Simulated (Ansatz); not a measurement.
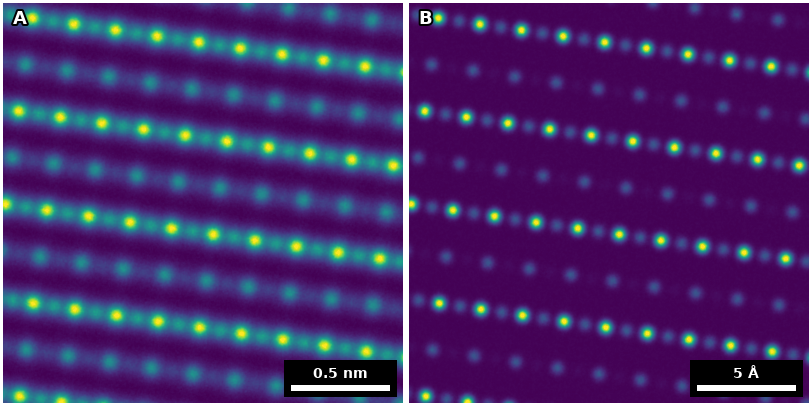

Two simulated images of the same area of Be2SnCl6 (Fm-3m, No. 225) along [210], with a probe of 0.51 Å. One is incoherent Z contrast (Z^1.7 per atom), the other the projected potential of neutral atoms blurred by the probe (iDPC-like, thin sample). Brightness is counted from the darkest point of the image. Shot noise was added. Structure: the geometry relaxed with DFT PBE, scalar-relativistic, plane waves, PAW in Ansatz 0.2.0; the starting structure was generated, so it need not be a known form of this composition.

> Which panel is which, and how can one tell?

B is the Z-contrast image and A the potential image. The columns of 2 Be per repeat reach about 2 % of the brightest peak (1 Sn + 2 Cl) in B but about 18 % in A, mainly since the potential grows much more slowly with atomic number. The Be columns show clearly in A alone.
